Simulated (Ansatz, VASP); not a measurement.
## Ce3Sb in two plane-wave programs

One calculation is typed for both programs; each brings its own data sets and cutoff. How far apart do they land? The cell is invented: As first built, before any earlier steps moved the atoms: it takes the La3In structure with all of its atoms replaced by other elements, volume scaled by an estimate. It may not be a known or stable phase. The cell comes out of the VASP series on this material, whose earlier steps may have relaxed, scaled or displaced it; both programs get it as it stands.

Main program and level: Ansatz 0.2.0; plane waves, with VASP 6.6.1 beside it; single point at PBE.

In doubt: a part-filled 4f shell, where there is one, can sit in one of many states, so energies may not be the lowest and differences between runs may mislead; derivatives with an open 4f shell can jump between states, which bears on forces and vibrations.

### Step 1. Set-up

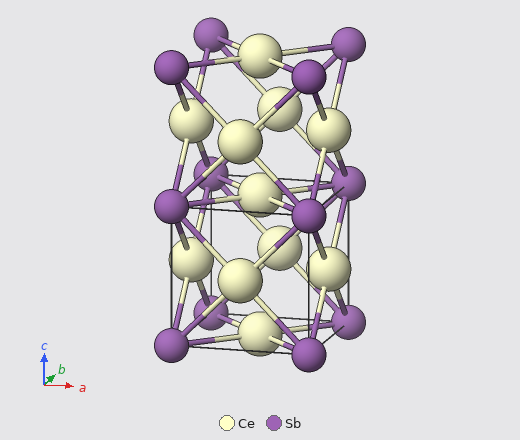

The starting structure, seen slightly off an axis (cerium light yellow, antimony purple). 1×1×2 cells are drawn. Some periodic images of atoms are drawn too.

Structure file:

```cif
data_structure
_symmetry_space_group_name_H-M 'Pm-3m'
_symmetry_Int_Tables_number 221
_cell_length_a 4.7418
_cell_length_b 4.7418
_cell_length_c 4.7418
_cell_angle_alpha 90.000
_cell_angle_beta 90.000
_cell_angle_gamma 90.000
_cell_volume 106.62
loop_
_atom_site_label
_atom_site_type_symbol
_atom_site_symmetry_multiplicity
_atom_site_Wyckoff_symbol
_atom_site_fract_x
_atom_site_fract_y
_atom_site_fract_z
_atom_site_occupancy
Ce1 Ce 3 c 0.00000 0.50000 0.50000 1
Sb1 Sb 1 a 0.00000 0.00000 0.00000 1
```

### Step 2. Ansatz: single point, PBE

Ansatz runs on its default PAW (the set named soft_2) files.

A single point gives forces, pressure and levels at one fixed geometry, so differences don't come from the geometry; what else differs is listed under the comparison.

input.yaml

```yaml
crystal:
  lattice:
    - [4.7418208278, 0.0, 0.0]
    - [0.0, 4.7418208278, 0.0]
    - [0.0, 0.0, 4.7418208278]
  atoms:
    - { symbol: Ce, position: [0.0, 0.5, 0.5], spin: 1.0 }
    - { symbol: Ce, position: [0.5, 0.0, 0.5], spin: 1.0 }
    - { symbol: Ce, position: [0.5, 0.5, 0.0], spin: 1.0 }
    - { symbol: Sb, position: [0.0, 0.0, 0.0] }
hamiltonian:
  xc: pbe
  pseudopotentials: { kind: paw }
magnetization:
  spin_polarized: true
kpoints:
  mp_grid: { grid: [5, 5, 5] }
scf:
  occupations: { method: fermi_dirac, width: 0.05 }
  n_extra_bands: 8
output:
  forces: true
  stress: true
  eigenvalues: true
```

Started as:

```console
$ ansatz run input.yaml --threads 2 --pin off --max-ram 4608MiB --backend cpu --events-out ev --progress --plain --runs-dir out
```

Numbers of over 12 decimals in the logs are rounded to 6 here.

The log of the run:

```text
scf.n_extra_bands = 8 over 26 filled bands (N_el = 51.0): the run solves 34 bands
Engine: ansatz 0.2.0, aarch64-unknown-linux-gnu
Pseudopotentials: kind: paw
Pseudopotential: Ce, paw, valence charge 12, recommended cutoff 420 eV (normal), Ce.paw.azcp
Pseudopotential: Sb, paw, valence charge 15, recommended cutoff 420 eV (normal), Sb.paw.azcp
Functional definition: PBE
  parameter kappa = 0.804
  parameter beta = 0.066725
  exchange = pbe_x(kappa = kappa, mu = beta*pi^2/3)
  correlation = pbe_c(beta = beta)
Crystal: 4 atoms, lattice volume = 106.619 Å³
Basis set: ecut = 420 eV, 2103 PW (Γ), exchange–correlation on 64×64×64 points (8 copies of the dense FFT grid, shifted against one another)
Bands: 34, of which v1, the nominal top of the filled ones, is band 26 counted from 1 (25 counted from 0)
Symmetry: 48 space group operations
Space group: Pm-3m (ITA 221), of the structure as read, at distance tolerance 4.7e-5 Å
Magnetic group: BNS 221.92 (UNI 1594), of the structure as read, at distance tolerance 4.7e-5 Å
k-points: 10 of 125
Non-local potential: Ce, projectors of the file, l = 0: 3, l = 1: 2, l = 2: 2, l = 3: 3
Non-local potential: Sb, projectors of the file, l = 0: 2, l = 1: 2, l = 2: 2, l = 3: 2
PAW form: soft (Blöchl's): semilocal exchange-correlation on the pseudo side does not see the compensation charge
PAW one-centre angular grid: Ce, 590 points (default); XC on 64 Gauss nodes
PAW one-centre angular grid: Sb, 590 points (default); XC on 64 Gauss nodes
Initial density: superposition of atomic densities (chi_scale 0.1, normalization cell, long waves kept (reshape's long-wave potential 0.00 eV rms))
Starting moments: Σ|m| = 3 μB on 3 of 4 sites
Initial wavefunctions: pseudopotential atomic-orbital guess
Functional: x = pbe(κ = 0.804, μ = 0.219515), c = pbe(β = 0.066725)
SCF iter   1: F=—  HF=-26215.114206 eV  |F-HF|=—  |Δ(HF+E_count)|=         —  Δρ=9.39e-2 (↑8.53e-2 ↓9.39e-2)  dr2=1.69e1  dr2_m=7.16e-1  M=1.824 μB ∫|m|=1.825 μB  β_m=0.30  ethr=3.10e-3  ⟨swp⟩=7.2  Hψ=3151  notcnv=0
Mixer restart at iter 1: flushing history
preconditioner: auto → Kerker (q_TF=auto, 2.413 Å⁻¹)  [metal: Δε(μ)=0.023 eV  Ē_g=11.082 eV  σ=0.050 eV  W_gap=0.11  n_scr=26 (ndim 8)  ℏωp=21.3 eV  f_vac=0.003  D(μ)=11.09/eV (n_scr^D=146)]
spin=Collinear: Kerker preconditioning applied to the charge; magnetization (m = ρ↑ − ρ↓) channel mixes plain (no charge-response kernel on spin).
SCF iter   2: F=—  HF=-26214.303525 eV  |F-HF|=—  |Δ(HF+E_count)|=   8.11e-1  Δρ=6.89e-2 (↑5.43e-2 ↓6.89e-2)  dr2=8.01e0  dr2_m=3.31e-1  M=2.259 μB ∫|m|=2.259 μB  β_m=0.57  ethr=3.10e-3  ⟨swp⟩=5.5  Hψ=1853  notcnv=0  defer=6
SCF iter   3: F=—  HF=-26184.790354 eV  |F-HF|=—  |Δ(HF+E_count)|=    2.95e1  Δρ=7.71e-2 (↑4.04e-2 ↓7.71e-2)  dr2=1.33e1  dr2_m=4.79e-1  M=0.341 μB ∫|m|=0.578 μB  β_m=0.68  ethr=3.10e-3  ⟨swp⟩=9.9  Hψ=3711  notcnv=0  defer=15
SCF iter   4: F=—  HF=-26207.984164 eV  |F-HF|=—  |Δ(HF+E_count)|=    2.32e1  Δρ=4.37e-2 (↑1.57e-2 ↓4.37e-2)  dr2=2.77e0  dr2_m=3.24e-1  M=0.619 μB ∫|m|=0.736 μB  β_m=0.84  ethr=3.10e-3  ⟨swp⟩=6.6  Hψ=1774  notcnv=0  defer=8
SCF iter   5: F=—  HF=-26199.537563 eV  |F-HF|=—  |Δ(HF+E_count)|=    8.45e0  Δρ=6.29e-2 (↑2.63e-2 ↓6.29e-2)  dr2=7.28e0  dr2_m=4.31e-1  M=0.045 μB ∫|m|=0.330 μB  β_m=0.92  ethr=3.10e-3  ⟨swp⟩=5.8  Hψ=1400  notcnv=0  defer=2  recentre
SCF iter   6: F=—  HF=-26205.190570 eV  |F-HF|=—  |Δ(HF+E_count)|=    5.65e0  Δρ=4.15e-2 (↑2.54e-2 ↓4.15e-2)  dr2=4.17e0  dr2_m=9.87e-2  M=0.465 μB ∫|m|=0.534 μB  β_m=0.94  ethr=3.10e-3  ⟨swp⟩=3.9  Hψ=1113  notcnv=0  defer=2
SCF iter   7: F=—  HF=-26212.237866 eV  |F-HF|=—  |Δ(HF+E_count)|=    7.05e0  Δρ=1.42e-2 (↑1.09e-2 ↓1.42e-2)  dr2=5.90e-1  dr2_m=9.41e-3  M=0.818 μB ∫|m|=0.861 μB  β_m=0.97  ethr=3.10e-3  ⟨swp⟩=5.5  Hψ=1331  notcnv=0  defer=3
SCF iter   8: F=—  HF=-26213.266674 eV  |F-HF|=—  |Δ(HF+E_count)|=    1.03e0  Δρ=6.32e-3 (↑6.32e-3 ↓3.06e-3)  dr2=8.34e-2  dr2_m=2.69e-3  M=1.072 μB ∫|m|=1.097 μB  β_m=0.99  ethr=1.16e-3  ⟨swp⟩=4.2  Hψ=1176  notcnv=0  defer=1
SCF iter   9: F=—  HF=-26213.511439 eV  |F-HF|=—  |Δ(HF+E_count)|=   2.45e-1  Δρ=1.03e-2 (↑1.03e-2 ↓7.97e-3)  dr2=6.53e-3  dr2_m=8.12e-2  M=1.713 μB ∫|m|=1.722 μB  β_m=0.99  ethr=1.63e-4  ⟨swp⟩=5.7  Hψ=1680  notcnv=0  defer=2
[...]
SCF iter  20: F=—  HF=-26213.555551 eV  |F-HF|=—  |Δ(HF+E_count)|=   1.44e-2  Δρ=4.85e-3 (↑4.85e-3 ↓4.49e-3)  dr2=3.62e-4  dr2_m=2.12e-2  M=2.298 μB ∫|m|=2.317 μB  β_m=0.42  ethr=3.38e-6  ⟨swp⟩=4.9  Hψ=1790  notcnv=0  defer=2
SCF iter  21: F=—  HF=-26213.558829 eV  |F-HF|=—  |Δ(HF+E_count)|=   3.28e-3  Δρ=1.47e-3 (↑1.45e-3 ↓1.47e-3)  dr2=2.52e-5  dr2_m=2.06e-3  M=2.525 μB ∫|m|=2.558 μB  β_m=0.56  ethr=7.09e-7  ⟨swp⟩=5.8  Hψ=2226  notcnv=0  defer=3
SCF iter  22: F=—  HF=-26213.558755 eV  |F-HF|=—  |Δ(HF+E_count)|=   7.47e-5  Δρ=1.51e-4 (↑1.17e-4 ↓1.51e-4)  dr2=1.17e-5  dr2_m=1.48e-5  M=2.492 μB ∫|m|=2.523 μB  β_m=0.78  ethr=4.94e-8  ⟨swp⟩=5.0  Hψ=2043  notcnv=0  defer=1
SCF iter  23: F=—  HF=-26213.587735 eV  |F-HF|=—  |Δ(HF+E_count)|=   2.90e-2  Δρ=1.43e-4 (↑1.43e-4 ↓1.31e-4)  dr2=3.56e-5  dr2_m=1.22e-5  M=2.504 μB ∫|m|=2.536 μB  β_m=0.78  ethr=2.29e-8  ⟨swp⟩=3.9  Hψ=1614  notcnv=0  defer=1
SCF iter  24: F=—  HF=-26213.587739 eV  |F-HF|=—  |Δ(HF+E_count)|=   3.64e-6  Δρ=1.05e-4 (↑1.03e-4 ↓1.05e-4)  dr2=1.72e-5  dr2_m=7.58e-6  M=2.505 μB ∫|m|=2.539 μB  β_m=0.89  ethr=2.29e-8  ⟨swp⟩=2.1  Hψ=915  notcnv=0  defer=1
SCF iter  25: F=—  HF=-26213.587740 eV  |F-HF|=—  |Δ(HF+E_count)|=   8.76e-7  Δρ=4.94e-5 (↑4.94e-5 ↓3.97e-5)  dr2=4.15e-6  dr2_m=1.29e-6  M=2.508 μB ∫|m|=2.542 μB  β_m=0.93  ethr=2.29e-8  ⟨swp⟩=2.5  Hψ=901  notcnv=0
SCF iter  26: F=—  HF=-26213.587740 eV  |F-HF|=—  |Δ(HF+E_count)|=   1.52e-7  Δρ=9.84e-6 (↑9.84e-6 ↓9.24e-6)  dr2=3.33e-7  dr2_m=3.33e-8  M=2.508 μB ∫|m|=2.542 μB  β_m=0.96  ethr=8.14e-9  ⟨swp⟩=3.1  Hψ=1110  notcnv=0
iter 27 did not close the SCF: its close was put off for a magnetic moment that had not settled (scf_convergence_deferred on its scf_iter line)
SCF iter  27: F=-26213.587740 eV  HF=-26213.587740 eV  |F-HF|=5.90e-8  |Δ(HF+E_count)|=   4.30e-9  Δρ=9.81e-6 (↑9.81e-6 ↓2.85e-6)  dr2=8.86e-8  dr2_m=3.24e-8  M=2.509 μB ∫|m|=2.543 μB  β_m=0.98  ethr=1.96e-10  ⟨swp⟩=11.2  Hψ=5024  notcnv=0
SCF iter  28: F=-26213.587740 eV  HF=-26213.587740 eV  |F-HF|=1.52e-9  |Δ(HF+E_count)|=   5.74e-9  Δρ=1.02e-6 (↑1.02e-6 ↓4.88e-7)  dr2=1.96e-9  dr2_m=2.01e-10  M=2.509 μB ∫|m|=2.542 μB  ethr=1.74e-10  ⟨swp⟩=3.1  Hψ=2277  notcnv=0
SCF 1 converged in 28 iterations: F = -26213.587740 eV  dr2 = 1.96e-9
  greatest PAW one-centre occupation: 0.995 electrons in one spin orbital (limit 2), on the Sb atom at site 3 (counted from 0), in its partial waves of l = 2
SCF converged after 28 iterations
Magnetization: 2.5088 μB (26.7544 up, 24.2456 down)
Absolute magnetization: 2.5432 μB (∫|ρ↑−ρ↓|, with the PAW one-centre terms)
Spin contamination: 0.0220 ħ² per cell (⟨S²⟩ above its minimum at these occupations)
Per-site moments (μB) at R_I (Å): [(0.733631, 1.383102), (0.733631, 1.383102), (0.733631, 1.383102), (-0.011218, 1.383102)]
Free energy (F): -26213.587740 eV
Harris-Foulkes:  -26213.587740 eV  (|F-HF|=1.52e-9)
Internal energy: -26213.507557 eV  (E = F + TS)
E sigma→0 (E₀):  -26213.547649 eV
Entropy (-TS):   -0.080183 eV (-20.046 meV/atom)
Fermi energy:    15.210718 eV
--- Per-component energies (eV) ---
  E_band       = -67.400745
  E_kinetic    = 1326.569428
  E_local      = -2416.319819  (includes V_loc(G=0)·N_el)
  E_nonlocal   = 244.190058
  E_hartree    = 1007.734042
  E_xc         = -810.619393
  E_vxc        = -843.583429  (∫ρ·V_xc dr)
  E_paw        = -21015.236186  (= ΣΔE_a)
  E_vpaw       = -393.726520  (= ΣTr[D̂ρ^β])
  E_aug_tail   = -0.000001  (compensation charges beyond the density's cutoff)
  E_ewald      = -4549.825686
  E_smearing   = -0.080183  (= −TS)
  E_closure    = 0.000000  (closes the sum)
  Σ components = -26213.587740   (vs F -26213.587740, Δ=0.00e0)
--- Forces (eV/Å), atoms counted from 1 ---
  atom   1  Ce     0.00000000     0.00000000    -0.00000000
  atom   2  Ce    -0.00000000    -0.00000000     0.00000000
  atom   3  Ce     0.00000000     0.00000000    -0.00000000
  atom   4  Sb    -0.00000000    -0.00000000    -0.00000000
  max |Σ_I F_I| component: 3.16e-30 eV/Å
--- Stress (GPa, compression-positive) ---
        0.918587      -0.000000       0.000000
        0.000000       0.918587       0.000000
        0.000000       0.000000       0.918587
  P = ⅓ Tr σ = 0.9186 GPa (9.186 kbar)
--- Band table (eV; the first three rows and the last of 20) ---
  k-point 0 ↑: bands = [... 22 lower, 13.7016, 13.7016, 13.8425, 13.8425, 13.8425, 15.0060, 15.4833, 15.4833, ... 4 higher]
  k-point 1 ↑: bands = [... 22 lower, 13.8057, 13.9287, 14.4643, 14.5729, 14.5729, 14.9668, 15.4138, 15.5110, ... 4 higher]
  k-point 2 ↑: bands = [... 22 lower, 14.0143, 14.8524, 14.8723, 15.1299, 15.2845, 15.2845, 15.3151, 15.5381, ... 4 higher]
  k-point 9 ↓: bands = [... 22 lower, 14.4990, 14.4990, 15.4577, 15.5715, 15.5715, 15.6820, 15.8660, 15.8660, ... 4 higher]
```

Elapsed: 11 s, on 2 threads of Arm Neoverse V1, shared host; peak memory 0.46 GiB; 20 s of CPU time.

The column dr2 measures how far the density is from self-consistency, as an energy; F and HF (Harris–Foulkes) agree once it is small.

The run ends at a pressure of 0.92 GPa.

(Part 1 of 2 ends here.)

[Lines on the potential files, build, host, timing and source positions are cut from VASP's logs without a mark.]

[Logs are printed without paths, hosts, clocks, repeated set-up lines and the standing remarks that a program may print on its own settings, such as how far it seeks lower states.]

[Hosts, paths, dates, database ids (printed as entryN), source tags and the programs' standing remarks are cut or masked in the printed files.]
